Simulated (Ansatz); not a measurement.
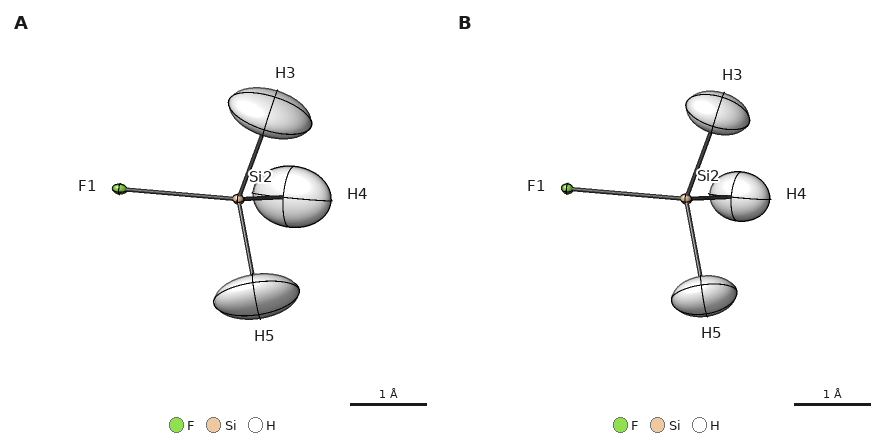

Displacement ellipsoids at the 50 % level, scaled by 2, from the internal vibrations of the free molecule (harmonic, no overall translation or rotation; no half-axis is drawn under 0.075 Å). Vibrations computed with RKS PBE0-D4/def2-TZVP (Ansatz 0.2.0). One panel is for 298 K, the other for 900 K.

Which panel is for 900 K?

Answer. A.

How much does the mean-square displacement of H3 grow, and why?

Answer. U_eq goes from 0.0127 to 0.0195 Å², a factor of 1.5. The lowest modes (from 722 cm⁻¹) begin to be excited.
